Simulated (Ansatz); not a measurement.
# [BCl2]+ (SMILES Cl[B+]Cl) at CCSDT(Q)/STO-3G

What is the vertical singlet–triplet gap of [BCl2]+ at CCSDT(Q)/STO-3G? 

The calculation is run with Ansatz 0.2.0.

### Step 1. The molecule

[BCl2]+ has 3 atoms, charge +1, and is taken as a singlet. SMILES: `Cl[B+]Cl`. Geometry: a GFN2-xTB relaxation, a rough one for these elements and not checked as a minimum.

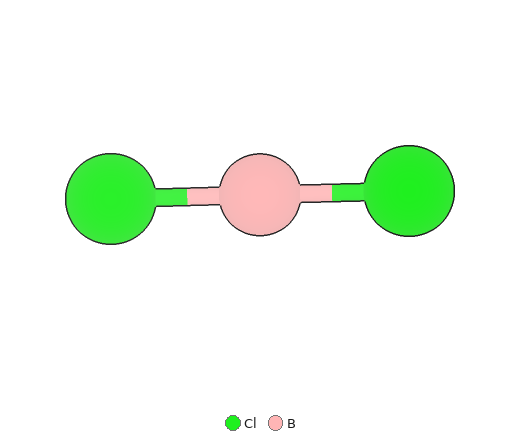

Viewed from a chosen angle; chlorine green, boron pink.

### Step 2. The energy at CCSDT(Q)/STO-3G

Contents of job.yaml:

```yaml
basis:
  gaussian:
    orbitals: STO-3G
crystal:
  periodic: [false, false, false]
  atoms:
    - {symbol: Cl, position_ang: [-1.238380, 0.766480, -0.591300]}
    - {symbol: B, position_ang: [0.000740, 0.001360, 0.000550]}
    - {symbol: Cl, position_ang: [1.237640, -0.767840, 0.590740]}
total_charge: 1
correlation:
  method: ccsdt_q
  frozen_orbitals: {B: 1, Cl: 5}
scf:
  omitted_lower_state_checks: [cluster_reference, increment]
accuracy: high
```

The run is started by

```
$ ansatz run job.yaml --threads 1 --pin off --max-ram 2610MiB --events-out events.jsonl --progress --plain --runs-dir runs
```

Log, cut to the lines that bear on the results:

```text
Warning: RAYON_NUM_THREADS=1 ignored (pool sized by the plan → 1); use --threads N
Functional definition: HF
  name "HF"
[...]
399 factors; integrals over basis functions are off by at most 2.4e-8 eV
[...]
mean field -25395.56102525 eV, -933.2696539484 hartree, gradient 7.4e-8 eV, S^2 0.000000; 0 other end points of the search recorded, 0 dependent functions left out
11 core orbitals not correlated: weight in the atoms' cores, before any rotation towards them, 1.000 or more for the frozen orbitals, at most 0.000 for the correlated occupied ones
reference -25395.56102525 eV, -933.2696539484 hartree; 8, 8 occupied and 4, 4 virtual orbitals, 399 factors
second order -2.05661834 eV of doubles, -0.00000000 eV of singles
cycle   1  -2.08502023 eV  change   -2.8e-2 eV  update   1.0e-1
[...]
cycle  20  -2.43875423 eV  change   -2.0e-9 eV  update  9.0e-10
perturbative correction 0.00377844 eV, 0.0001388549 hartree
Total energy: -25397.99600104 eV, -933.3591376582 hartree
Checks for a lower state left out: cluster_reference, increment
```

Wall time 0.46 s (1 thread of Arm Neoverse V2, shared host).

### Step 3. The triplet

Contents of molecule.yaml:

```yaml
crystal:
  periodic: [false, false, false]
  atoms:
    - {symbol: Cl, position_ang: [-1.238380, 0.766480, -0.591300]}
    - {symbol: B, position_ang: [0.000740, 0.001360, 0.000550]}
    - {symbol: Cl, position_ang: [1.237640, -0.767840, 0.590740]}
basis:
  gaussian: {orbitals: STO-3G}
accuracy: high
scf: {omitted_lower_state_checks: [cluster_reference, increment]}
magnetization: {spin_polarized: true, initial_magnetization: 2}
total_charge: 1
correlation: {method: ccsdt_q, frozen_orbitals: {B: 1, Cl: 5}}
```

The run is started by

```
$ ansatz run molecule.yaml --threads 1 --pin off --max-ram 2610MiB --events-out events.jsonl --progress --plain --runs-dir runs
```

Log, cut to the lines that bear on the results:

```text
Warning: RAYON_NUM_THREADS=1 ignored (pool sized by the plan → 1); use --threads N
[... 2 set-up lines as earlier in the session ...]
[...]
399 factors; integrals over basis functions are off by at most 2.4e-8 eV
[...]
mean field -25388.20491315 eV, -932.9993218150 hartree, gradient 1.0e-11 eV, S^2 2.008854; 22 other end points of the search recorded, 0 dependent functions left out
11 core orbitals not correlated: weight in the atoms' cores, before any rotation towards them, 1.000 or more for the frozen orbitals, at most 0.000 for the correlated occupied ones
reference -25388.20491315 eV, -932.9993218150 hartree; 9, 7 occupied and 3, 5 virtual orbitals, 399 factors
second order -1.31540329 eV of doubles, -0.00000000 eV of singles
cycle   1  -1.50668057 eV  change   -1.9e-1 eV  update   9.2e-2
[...]
cycle  50  -2.06773972 eV  change  -2.8e-10 eV  update  1.9e-10
perturbative correction -0.01287450 eV, -0.0004731290 hartree
WARN: these amplitudes may be one of several solutions (largest doubles amplitude 0.67, level shift 0.00 eV)
Total energy: -25390.28552737 eV, -933.0757829773 hartree
Checks for a lower state left out: cluster_reference, increment
```

It took 5.1 s on 1 thread of Arm Neoverse V2, shared host; peak memory 0.15 GiB.

### Step 4. Outcome

At CCSDT(Q)/STO-3G, 11 core orbitals frozen:

| quantity | value |
| --- | --- |
| singlet: total energy | -933.35914 Eh |
| singlet: correlation energy (11 core orbitals frozen) | -89.5 mEh |
| singlet: T1 diagnostic | 0.016 |
| triplet: total energy | -933.07578 Eh |
| triplet: correlation energy (11 core orbitals frozen) | -76.5 mEh |
| triplet: ⟨S²⟩ | 2.009 |
| triplet: T1 diagnostic | 0.072 |
| vertical energy of the triplet above the singlet | 7.710 eV |

In words: At this shape the triplet lies 7.71 eV (744 kJ/mol) above the singlet. The T1 diagnostic (triplet) of 0.072 is above the customary mark of 0.045, so a single reference may not serve.
